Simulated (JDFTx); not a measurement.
System: WC(0001) (P-6m2 bulk; lattice of mp-1894, not re-optimised at this level), 1x1 cell of 5 atoms in 5 planes (W outermost, slab composition W3C2), area 7.37 Å² a face, 5.6 Å between the outermost planes in a cell 21.7 Å high; k mesh 8×8×1, Fermi width 0.01 Ha, no spin polarisation. Whether this polymorph is the ambient one wasn't checked.

Computed with a modified build of JDFTx: PBE, GBRV ultrasoft potentials, plane waves to 20/100 Ha. Liquid on both sides: CANDLE, water, 1 M NaCl; nuclei fixed, outer atoms relaxed in vacuum. SHE scale: U = −μ/e − 4.44 V, by convention. Ideal, unreconstructed faces without any overlayer. On the negative side CANDLE's cavity feels the periodic box, so those points shift with the cell height. Convergence in thickness and k mesh wasn't tested for this slab.

Farther out the cavity gives way and the charge runs off; such runs are left out, and the outermost points shown may already feel it.

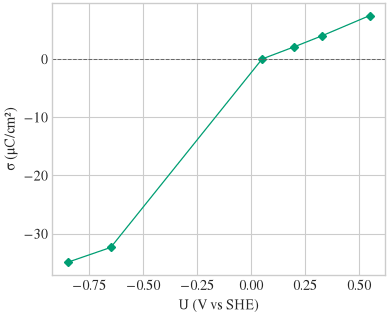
Surface charge density of WC(0001) against potential

Task: Read off the potential of zero charge and the mean capacitance σ/(U − U_pzc) at the computed point just above it.

Result: U_pzc ≈ 0.05 V. At 0.20 V it is about 14 μF/cm².
